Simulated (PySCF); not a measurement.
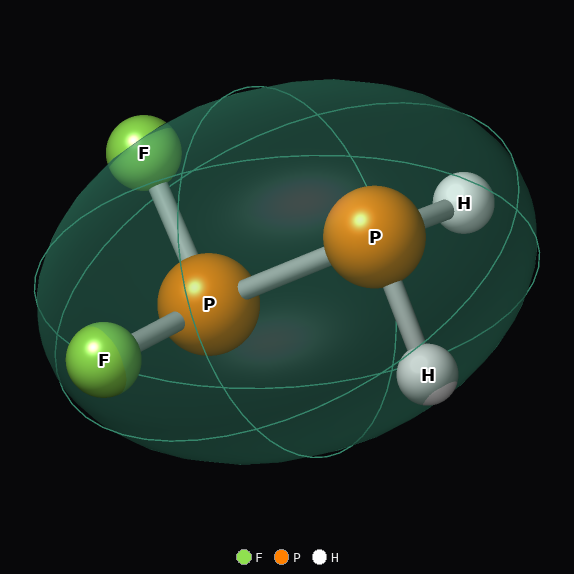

The ellipsoid shows the static dipole polarisability: its half-axes are proportional to the principal values. The geometry was computed by an optimisation with PBE0-D3(BJ)/def2-SVP. No frequency run is at hand to confirm it as a minimum. Method: PBE0/def2-SVPD (PySCF 2.14.0).

How large and how anisotropic is the polarisability?

Answer. Principal values 46.1, 48.3, 71.5 bohr³; mean 55.3 bohr³ (8.20 Å³); anisotropy 24.3 bohr³, so the longest axis is 1.55 times the shortest.
